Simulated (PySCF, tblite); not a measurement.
# C₈H₆S: vibronic structure

What do calculations give for the vibronic structure of C₈H₆S (`c1ccc2cscc2c1`)?

Computed with tblite 0.8.0 and PySCF 2.14.0 and routines of our own; the level stands in each step. Atoms count from 0.

## Step 1: The system as given

15 atoms, charge 0, multiplicity 1; geometry from: force field or distance geometry start.

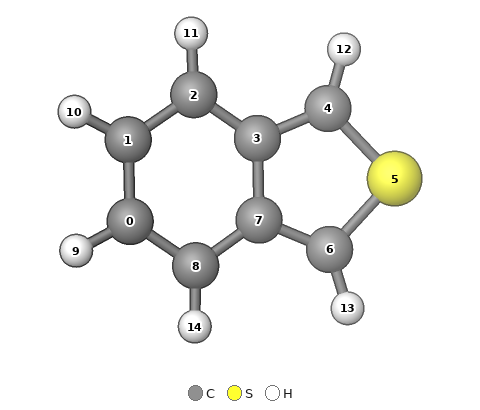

The starting geometry (carbon grey, sulfur yellow, hydrogen white).

## Step 2: Relaxing the molecule with GFN2-xTB

Job settings and geometry (Å):

```
{"job": {"kind": "relax", "xc": "GFN2-xTB", "basis": "xTB"}, "charge": 0, "multiplicity": 1}
C     -1.884100    -0.407800    -0.184200
C     -1.667800     1.009800    -0.062800
C     -0.375100     1.584400     0.097600
C      0.619400     0.628700     0.088100
C      1.951000     0.925200     0.233500
S      2.918400    -0.495000     0.187100
C      1.554000    -1.516900    -0.003700
C      0.396000    -0.787800    -0.029700
C     -0.862500    -1.380200    -0.178600
H     -2.927800    -0.745400    -0.287200
H     -2.533900     1.663800    -0.070700
H     -0.234600     2.650900     0.192900
H      2.414000     1.896700     0.350000
H      1.692400    -2.590800    -0.077100
H     -1.063600    -2.427700    -0.277200
```

The run is started by

```sh
> OMP_NUM_THREADS=1 python excited_run.py task.json out
```

One launch serves the whole session: the jobs run in the order shown.

Output:

```text
step      E/eV     max force
  0    -636.43406    3.993
  1    -636.69663    1.411
  2    -636.75751    0.726
  3    -636.81322    0.572
  4    -636.84328    0.505
  5    -636.86073    0.271
  6    -636.86442    0.123
  7    -636.86628    0.129
  8    -636.86783    0.103
  9    -636.86910    0.070
 10    -636.86975    0.058
 11    -636.87012    0.056
 12    -636.87043    0.049
 13    -636.87061    0.028
 14    -636.87068    0.015
 15    -636.87069    0.013
 16    -636.87070    0.013
 17    -636.87071    0.007
```

Wall time 0.14 s (1 thread of Arm Neoverse V1, shared host).

The steps of the relaxation:

| step | energy from step 0 (eV) | largest force (eV/Å) |
| --- | --- | --- |
| 0 | 0.0000 | 3.9929 |
| 1 | -0.2626 | 1.4114 |
| 2 | -0.3234 | 0.7259 |
| 3 | -0.3792 | 0.5717 |
| 4 | -0.4092 | 0.5050 |
| 5 | -0.4267 | 0.2705 |
| 6 | -0.4304 | 0.1226 |
| 7 | -0.4322 | 0.1292 |
| 8 | -0.4338 | 0.1025 |
| 9 | -0.4350 | 0.0699 |
| 10 | -0.4357 | 0.0581 |
| 11 | -0.4361 | 0.0559 |
| 12 | -0.4364 | 0.0489 |
| 13 | -0.4366 | 0.0282 |
| 14 | -0.4366 | 0.0150 |
| 15 | -0.4366 | 0.0127 |
| 16 | -0.4366 | 0.0134 |
| 17 | -0.4366 | 0.0071 |

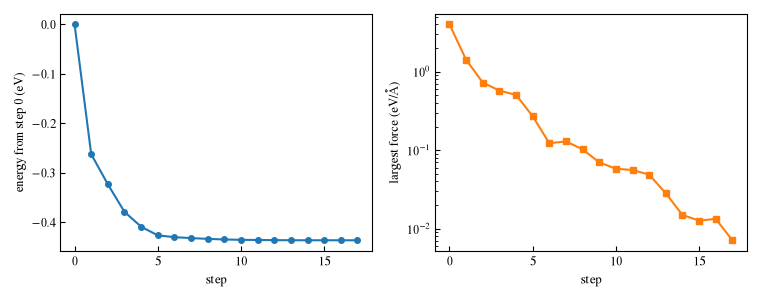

Energy and force, step by step.

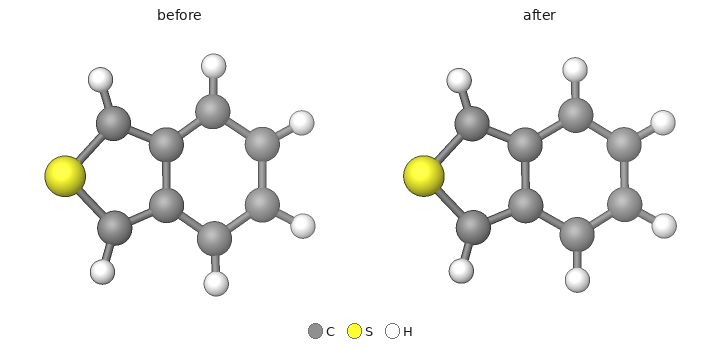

Before and after, at one scale.

Distances of close pairs at the start and the end, largest changes first:

| bond | before (Å) | after (Å) | change (Å) |
| --- | --- | --- | --- |
| C1–C2 | 1.424 | 1.360 | -0.064 |
| C0–C8 | 1.410 | 1.360 | -0.051 |
| C2–C3 | 1.379 | 1.417 | +0.038 |
| C0–H9 | 1.102 | 1.080 | -0.022 |
| C0–C1 | 1.439 | 1.418 | -0.021 |
| C7–C8 | 1.399 | 1.417 | +0.018 |
| C6–H13 | 1.085 | 1.071 | -0.014 |
| C4–S5 | 1.719 | 1.708 | -0.011 |

The end geometry stands in the next job.

## Step 3: Vibrational analysis with GFN2-xTB

Job settings and geometry (Å):

```
{"job": {"kind": "ir", "xc": "GFN2-xTB", "basis": "xTB"}, "charge": 0, "multiplicity": 1}
C     -1.930238    -0.390138    -0.185188
C     -1.703715     1.003634    -0.057551
C     -0.448252     1.506050     0.082852
C      0.655276     0.617138     0.099969
C      1.992953     0.909336     0.231185
S      2.958926    -0.498230     0.193476
C      1.599666    -1.513928     0.002242
C      0.425468    -0.798361    -0.032589
C     -0.900510    -1.277795    -0.174906
H     -2.946564    -0.740161    -0.292002
H     -2.554812     1.668652    -0.073210
H     -0.270728     2.566695     0.181481
H      2.453648     1.869648     0.347324
H      1.732792    -2.574355    -0.073530
H     -1.068323    -2.340197    -0.271465
```

Output:

```text
mode    cm-1     km/mol
  1     162.8      0.27
  2     209.9      0.00
  3     349.7      2.36
  4     365.3      1.04
  5     443.5      0.41
  6     468.3      0.28
  7     505.7      0.00
  8     551.7      0.46
  9     600.1      1.39
 10     678.3      0.01
 11     703.5      0.00
 12     707.9      5.65
 13     769.5     37.21
 14     822.8      8.36
 15     852.2      0.54
 16     865.6      0.00
 17     883.2     19.74
 18     900.7     11.66
 19     908.5      0.09
 20     922.0      0.00
 21    1050.5      0.27
 22    1104.7      0.07
 23    1142.9      7.86
 24    1147.5      0.01
 25    1175.8      1.01
 26    1221.9      2.01
 27    1334.3      1.00
 28    1351.5     17.89
 29    1401.7      0.04
 30    1445.4     20.43
 31    1529.9      0.13
 32    1530.0      3.50
 33    1615.5      0.05
 34    3073.7      0.15
 35    3077.8     13.59
 36    3086.0     90.68
 37    3093.1     63.51
 38    3166.0      8.69
 39    3166.2      0.63
```

It took 0.59 s on 1 thread of Arm Neoverse V1, shared host.

Which atoms move in the most intense modes:

| cm⁻¹ | km/mol | atoms |
| --- | --- | --- |
| 770 | 37.2 | H9 20 %, H10 20 %, H14 13 %, H11 13 % |
| 883 | 19.7 | C4 26 %, C6 26 %, H12 14 %, H13 14 % |
| 901 | 11.7 | S5 23 %, C6 23 %, C4 23 % |
| 1352 | 17.9 | C3 14 %, C7 14 %, C0 13 %, C1 12 % |
| 1445 | 20.4 | C8 27 %, C2 27 % |
| 3078 | 13.6 | H14 31 %, H11 30 %, H9 17 %, H10 15 % |
| 3086 | 90.7 | H11 34 %, H14 33 %, H10 13 %, H9 12 % |
| 3093 | 63.5 | H9 31 %, H10 30 %, H14 16 %, H11 15 % |

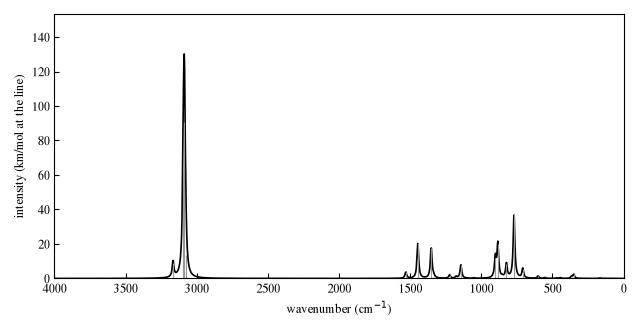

The infrared spectrum from these modes, unscaled. Lines are broadened to a width of 14 cm⁻¹ (Lorentzian).

## Step 4: Vibronic structure: TDDFT PBE0/def2-SVP

The job, as its differences from that of step 3:

```diff
@@ -1,2 +1,2 @@
-{"job": {"kind": "ir", "xc": "GFN2-xTB", "basis": "xTB"}, "charge": 0, "multiplicity": 1}
+{"job": {"kind": "vib", "xc": "PBE0", "basis": "def2-SVP", "tda": false}, "charge": 0, "multiplicity": 1}
 C     -1.930238    -0.390138    -0.185188
```

Method: TDDFT PBE0/def2-SVP vertical-gradient vibronic structure (displaced harmonic oscillators, Condon), gas phase.

Output:

```text
final grid: 62592 points
cycle   1  E = -705.7543632632  dE =  1.807e+00  |g| = 3.520e-01  |ddm| = 5.030e+00
cycle   2  E = -705.7232233116  dE =  3.114e-02  |g| = 4.784e-01  |ddm| = 1.242e+00
cycle   3  E = -705.7911411121  dE = -6.792e-02  |g| = 8.287e-02  |ddm| = 7.972e-01
cycle   4  E = -705.7929481696  dE = -1.807e-03  |g| = 2.736e-02  |ddm| = 1.385e-01
cycle   5  E = -705.7931230051  dE = -1.748e-04  |g| = 8.254e-03  |ddm| = 3.428e-02
cycle   6  E = -705.7931408142  dE = -1.781e-05  |g| = 2.227e-03  |ddm| = 1.300e-02
cycle   7  E = -705.7931419971  dE = -1.183e-06  |g| = 6.119e-04  |ddm| = 2.979e-03
cycle   8  E = -705.7931421016  dE = -1.045e-07  |g| = 1.939e-04  |ddm| = 9.995e-04
cycle   9  E = -705.7931421121  dE = -1.056e-08  |g| = 6.981e-05  |ddm| = 2.773e-04
cycle  10  E = -705.7931421134  dE = -1.299e-09  |g| = 1.006e-05  |ddm| = 8.909e-05
cycle  11  E = -705.7931421135  dE = -5.593e-11  |g| = 2.964e-06  |ddm| = 2.910e-05
converged SCF energy = -705.7931421135

Singlet excitations (eV, f): 3.830 (0.0807)  4.838 (0.0842)  5.565 (0.0024)  6.018 (0.0000)  6.250 (0.0002)  6.428 (0.9377)

State S1  3.8302 eV  f = 0.08069  H->L 0.97
  relaxed dipole 0.213 D, largest gradient of the excitation energy 0.0575 Eh/bohr
  mode    cm-1        S   lambda/meV  Raman
   30   1445.4    0.6667     119.5   1.000
    6    468.3    1.2680      73.6   0.200
   32   1530.0    0.2755      52.3   0.463
   28   1351.5    0.1735      29.1   0.228
    9    600.1    0.1784      13.3   0.046
   17    883.2    0.1133      12.4   0.063
   23   1142.9    0.0542       7.7   0.051
   14    822.8    0.0426       4.3   0.021
   25   1175.8    0.0233       3.4   0.023
   31   1529.9    0.0104       2.0   0.018
   29   1401.7    0.0110       1.9   0.015
   21   1050.5    0.0077       1.0   0.006
  reorganisation energy 0.3207 eV, total S 2.826, 0-0 3.5094 eV
  absorption maximum 3.749 eV, width 0.442 eV

State S2  4.8381 eV  f = 0.08417  H-1->L 0.74, H->L+1 0.25
  relaxed dipole 0.357 D, largest gradient of the excitation energy 0.0348 Eh/bohr
  mode    cm-1        S   lambda/meV  Raman
   30   1445.4    0.2924      52.4   1.000
   14    822.8    0.2318      23.6   0.257
   29   1401.7    0.1025      17.8   0.330
   28   1351.5    0.0964      16.1   0.288
   21   1050.5    0.0519       6.8   0.094
    6    468.3    0.0611       3.5   0.022
   23   1142.9    0.0106       1.5   0.023
    9    600.1    0.0150       1.1   0.009
  reorganisation energy 0.1250 eV, total S 0.873, 0-0 4.7131 eV
  absorption maximum 4.713 eV, width 0.198 eV

State S6  6.4283 eV  f = 0.93775  H->L+1 0.69, H-1->L 0.23
  relaxed dipole 1.061 D, largest gradient of the excitation energy 0.0317 Eh/bohr
  mode    cm-1        S   lambda/meV  Raman
   30   1445.4    0.3743      67.1   1.000
    6    468.3    0.3674      21.3   0.103
   21   1050.5    0.1267      16.5   0.179
   14    822.8    0.1289      13.2   0.112
   28   1351.5    0.0658      11.0   0.154
   23   1142.9    0.0136       1.9   0.023
  reorganisation energy 0.1333 eV, total S 1.091, 0-0 6.2950 eV
  absorption maximum 6.295 eV, width 0.204 eV

State T1  2.2805 eV  f = 0.00000  H->L 0.96
  relaxed dipole 0.577 D, largest gradient of the excitation energy 0.0631 Eh/bohr
  mode    cm-1        S   lambda/meV  Raman
   30   1445.4    0.9149     164.0   1.000
    6    468.3    1.2296      71.4   0.141
   32   1530.0    0.2529      48.0   0.310
   28   1351.5    0.2764      46.3   0.264
   17    883.2    0.2140      23.4   0.087
   23   1142.9    0.0787      11.2   0.054
    9    600.1    0.0890       6.6   0.017
   25   1175.8    0.0364       5.3   0.026
   14    822.8    0.0303       3.1   0.011
   21   1050.5    0.0189       2.5   0.011
   31   1529.9    0.0096       1.8   0.012
  reorganisation energy 0.3838 eV, total S 3.152, 0-0 1.8967 eV
  absorption maximum 2.135 eV, width 0.558 eV
```

It took 49 s on 1 thread of Arm Neoverse V1, shared host; peak memory 0.87 GiB.

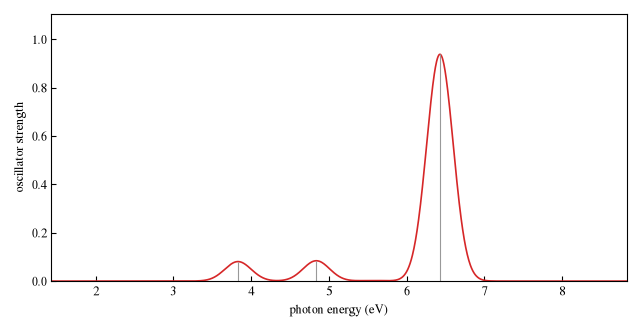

Absorption lines of the singlets. Lines are broadened to a width of 0.40 eV (Gaussian).

## Step 5: What came out

| quantity | value |
| --- | --- |
| strongest single infrared mode (GFN2-xTB) | 3086 cm⁻¹, 91 km/mol |
| zero-point energy (GFN2-xTB) | 69.2 kcal/mol |
| S1: vertical, reorganisation, 0-0, total S (step 4, TDDFT PBE0/def2-SVP, modes from GFN2-xTB) | 3.83, 0.32, 3.51 eV; 2.8 |
| S2: vertical, reorganisation, 0-0, total S (step 4, TDDFT PBE0/def2-SVP, modes from GFN2-xTB) | 4.84, 0.12, 4.71 eV; 0.9 |
| S6: vertical, reorganisation, 0-0, total S (step 4, TDDFT PBE0/def2-SVP, modes from GFN2-xTB) | 6.43, 0.13, 6.29 eV; 1.1 |

In words: No mode is imaginary among the 39: a minimum at this level. The strongest single mode, at 3086 cm⁻¹, is carried by H11, H14, H10, H9. GFN2-xTB is a fitted tight-binding method: band positions and strengths are rough. Its intensities can rank the bands wrongly. The vibronic model keeps the ground-state modes (from xTB) and shifts them along the gradient alone, so it can miss much of the relaxation that a full optimisation finds.
